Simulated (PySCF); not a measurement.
# C$_{8}$H$_{11}$NSi (SMILES c1ccc(C2C[SiH2]C2)nc1): what the fields show

Input file:

```
{"job": {"kind": "uv", "xc": "PBE0", "basis": "def2-SVPD", "ip": true}, "charge": 0, "multiplicity": 1}
C      3.121365    -0.523824    -0.609078
C      2.078111    -0.422574    -1.528198
C      0.784736    -0.244729    -1.054139
C      0.566878    -0.172283     0.331259
C     -0.815479     0.024458     0.893509
C     -1.519670     1.333180     0.386258
Si    -2.874654     0.260822    -0.391528
C     -1.840424    -1.081860     0.456354
N      1.569237    -0.270588     1.205823
C      2.806309    -0.441013     0.744662
H      4.154828    -0.663728    -0.932262
H      2.271960    -0.481410    -2.602251
H     -0.053666    -0.161635    -1.751220
H     -0.691375     0.039870     1.984780
H     -0.901801     1.935834    -0.295520
H     -1.842234     1.987601     1.209230
H     -4.280007     0.459232     0.082812
H     -2.891044     0.221935    -1.889248
H     -2.319776    -1.576143     1.314070
H     -1.407266    -1.866840    -0.180661
H      3.597747    -0.516810     1.499729
```

Launched as:

```sh
OMP_NUM_THREADS=1 python probes_run.py task.json out
```

Geometry: PBE0-D3(BJ)/def2-SVP.

Theory: PBE0/def2-SVPD, SCF density, gas phase (PySCF).

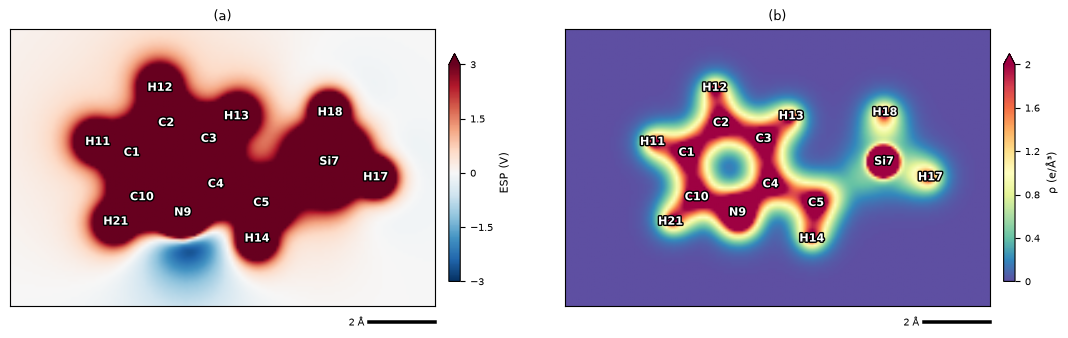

Figure 1. (a) electrostatic potential; (b) total electron density on the plane of atoms C4, N9 and C10.

**Describe what can be read from this map.**

The plane passes through C, Si, N and H nuclei.
C–N (1.33 Å): the density is about 2.5 e/Å³ at the midpoint.
C–C (1.39 Å): the density is about 2.1 e/Å³ at the midpoint.
C–H (1.09 Å): ρ is about 2 e/Å³ halfway.
C–C (1.51 Å): the density is about 1.7 e/Å³ at the midpoint.
Si–H (1.50 Å): ρ is about 0.75 e/Å³ halfway.
Outside the dense part of the molecule the potential is most negative (−2.6 V) near N9.

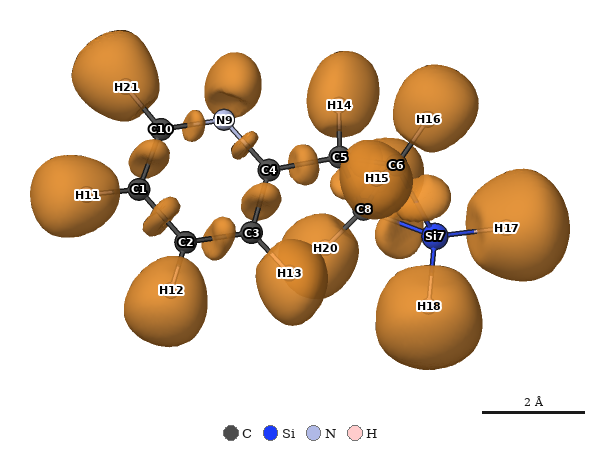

Figure 2. Isosurface of the electron localisation function at 0.85 (orange), seen at a tilt. Only the valence region is drawn (cores and ρ < 0.01 e/Å³ removed).

**Identify the bonds, lone pairs and shells in this picture.**

The surface consists of seven regions between bonded C–C atoms (shared pairs), two regions between bonded C–N atoms (shared pairs), two regions between bonded C–Si atoms (shared pairs), eleven regions around hydrogen nuclei and one lobe on N, pointing away from the bonds (lone pairs). Profiles from the grid: C–N (1.33 Å): the ELF peaks at about 0.90 between the atoms; localised, covalent bonding. C–C (1.39 Å): the ELF peaks at about 0.95 between the atoms (localised, covalent bonding).

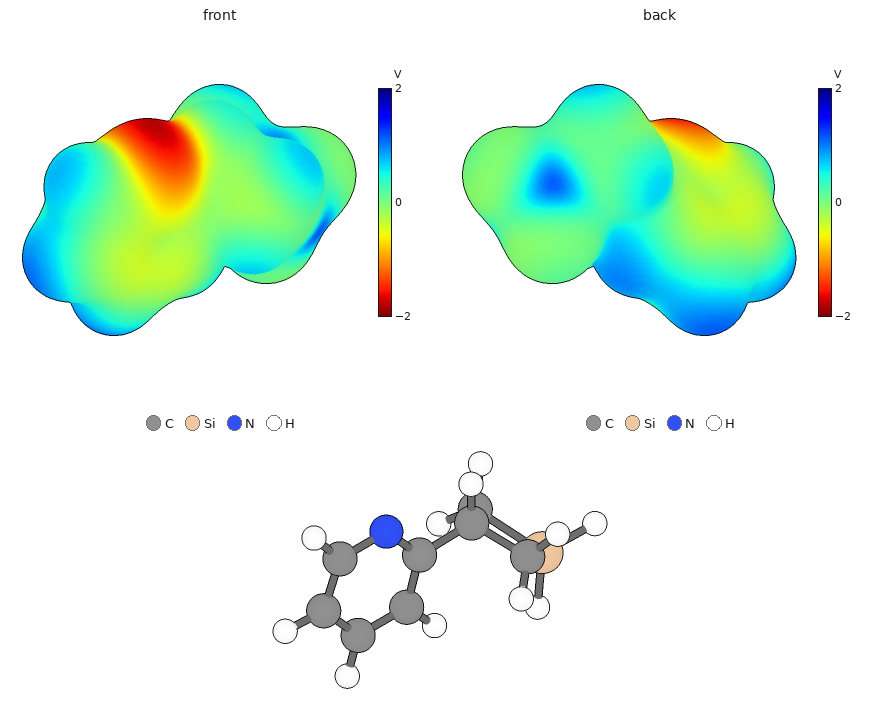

Figure 3. The electrostatic potential painted on the density surface at 0.002 e/bohr³, seen from the front and from behind; red is negative and blue positive. The bare structure is drawn below in the same view.

**Where is the surface potential most negative and most positive?**

The most negative region (about −1.7 V, or −39 kcal/mol for a unit charge) lies over N9, the most positive (about +1.1 V, or +25 kcal/mol for a unit charge) over Si7, H11 and H12. N9 is the likeliest acceptor of a hydrogen bond.
